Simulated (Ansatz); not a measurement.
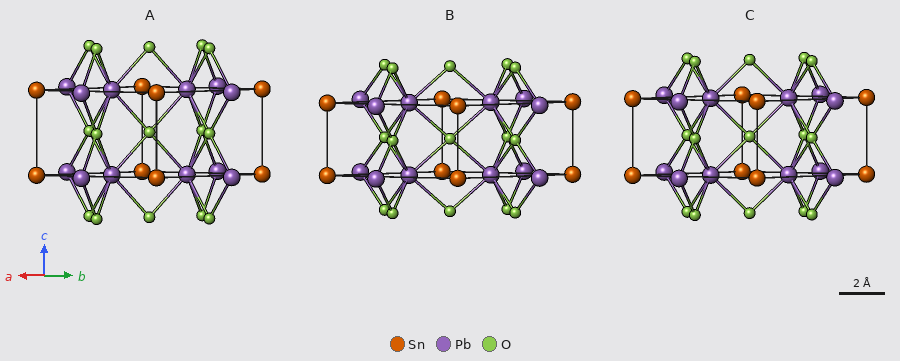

3 geometries from one relaxation of a crystal of SnPb2O3 (a generated structure, set up in P6/mmm), in shuffled order. Style: ball-and-stick. Shown: the cell of the calculation, from a free direction.

These are results of DFT PBE, scalar-relativistic, plane waves, PAW in Ansatz, not measurements. Settings: plane-wave cutoff 420 eV; k-point mesh 6 × 6 × 10; occupations gaussian; smearing width 0.1 eV; no spin polarisation; cell and atoms relaxed; force threshold 0.01 eV/Å; at most 80 steps.

**Put them in the order of the run, from the start to the converged end.**

A, C, B. They are steps 0, 2, 11, at +282 meV per atom, +58.0 meV per atom relative to the last. The atoms keep their places relative to the cell (all moves are under 0.005 Å). The volume changes by +0.9 %, with a = b 5.855 → 6.369 Å (+8.8 %), c 3.807 → 3.246 Å (−14.7 %). Near-neighbour distances that change, for instance: O–Pb 2.546 → 2.452 Å. Among the angles between lasting bonds that change: O–Pb–O 96.8° → 82.9°, Pb–O–Pb 96.8° → 82.9°, Pb–O–Pb 83.2° → 97.1°. The space group stays P6/mmm (No. 191). The energy falls by 282 meV per atom in 8 accepted moves (11 points after the start). All forces vanish by symmetry, so only the cell relaxes. The pressure goes from −2.90 to 0.00 GPa. At 3 points the geometry stayed and the basis and grid were re-selected for the new cell (energy shift of 9.4 meV per atom at most each time).
